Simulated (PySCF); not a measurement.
**CH10OSi3: density, localisation and related maps**

```yaml
atoms:
  - { symbol: O, position_ang: [1.7551, -1.7768, -0.4813] }
  - { symbol: Si, position_ang: [0.6601, -0.5715, -0.6536] }
  - { symbol: Si, position_ang: [1.8888, 1.2872, -0.0893] }
  - { symbol: C, position_ang: [-0.8552, -0.8854, 0.4646] }
  - { symbol: Si, position_ang: [-2.1965, 0.4515, 0.3956] }
  - { symbol: H, position_ang: [1.5284, -2.6966, -0.5932] }
  - { symbol: H, position_ang: [0.1483, -0.6296, -2.0377] }
  - { symbol: H, position_ang: [3.1835, 1.3678, -0.7727] }
  - { symbol: H, position_ang: [2.1863, 1.3885, 1.3453] }
  - { symbol: H, position_ang: [1.1678, 2.5168, -0.4405] }
  - { symbol: H, position_ang: [-0.5171, -0.9863, 1.4978] }
  - { symbol: H, position_ang: [-1.3070, -1.8455, 0.2057] }
  - { symbol: H, position_ang: [-2.7369, 0.5448, -0.9626] }
  - { symbol: H, position_ang: [-3.2889, 0.1035, 1.3120] }
  - { symbol: H, position_ang: [-1.6212, 1.7396, 0.7881] }
```

Geometry: GFN2-xTB.

Level of theory: PBE0/pcSseg-1, SCF density, gas phase, non-relativistic (PySCF 2.14.0).

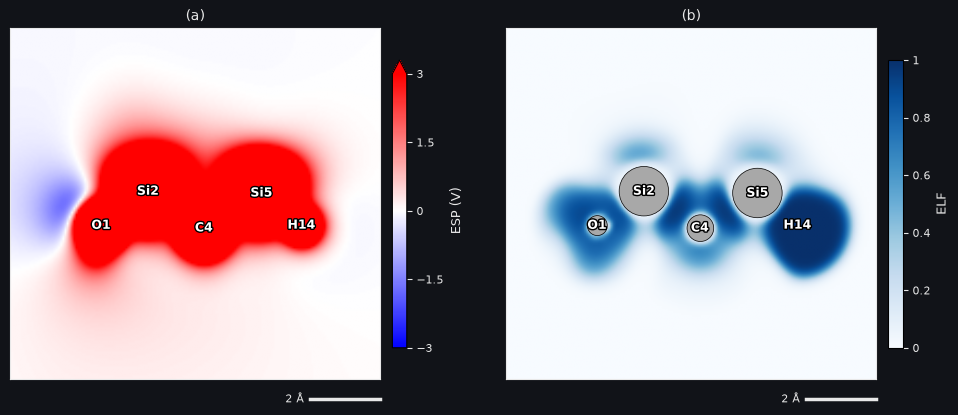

Figure 1. (a) electrostatic potential; (b) electron localisation function on the plane of atoms C4, Si5 and H14. Grey discs cover the atomic cores in the ELF map.

> Interpret the plot.

The plane passes through O, Si, C and H nuclei.
Si–O (1.64 Å): the ELF peaks at about 0.85 between the atoms; a shared but strongly polarised pair.
C–Si (1.90 Å): the ELF peaks at about 0.95 between the atoms (a covalent bond).
Si–H (1.47 Å): the ELF climbs to about 1 towards the hydrogen, as it does in any bond to H.
The ELF also peaks beside O1, away from the bonds: lone-pair regions.
Outside the dense part of the molecule the potential is most negative (−1.7 V) near O1.

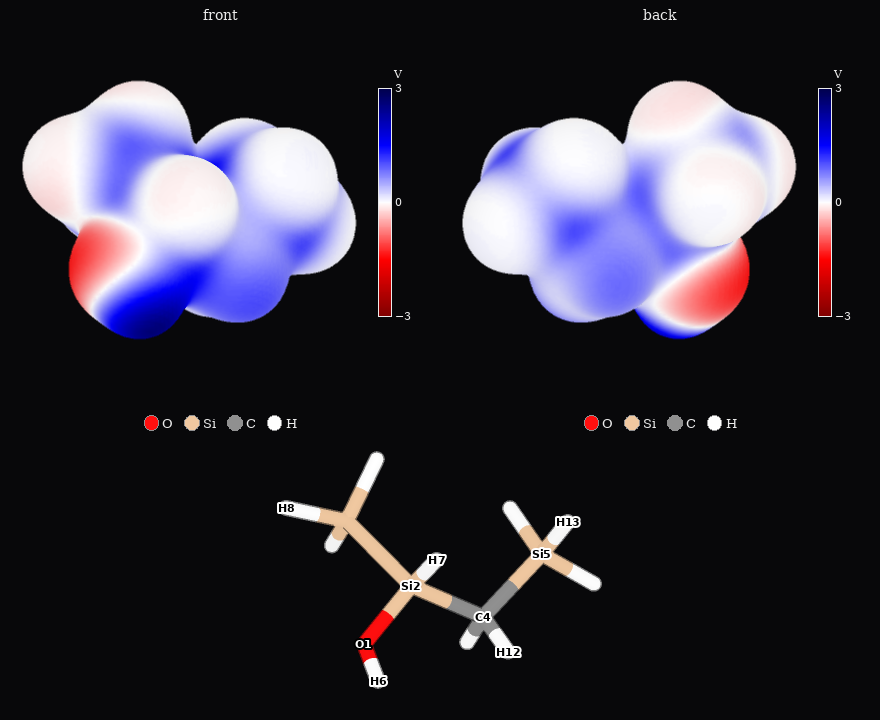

Figure 2. The molecular electrostatic potential painted on the density surface at 0.002 e/bohr³, seen from the front and from behind; red is negative and blue positive. The bare structure is drawn below in the same view.

> Where is the surface potential most negative and most positive?

The most negative region (about −1.3 V) lies over O1, the most positive (about +2.5 V) over H6. O1 is the likeliest acceptor of a hydrogen bond.
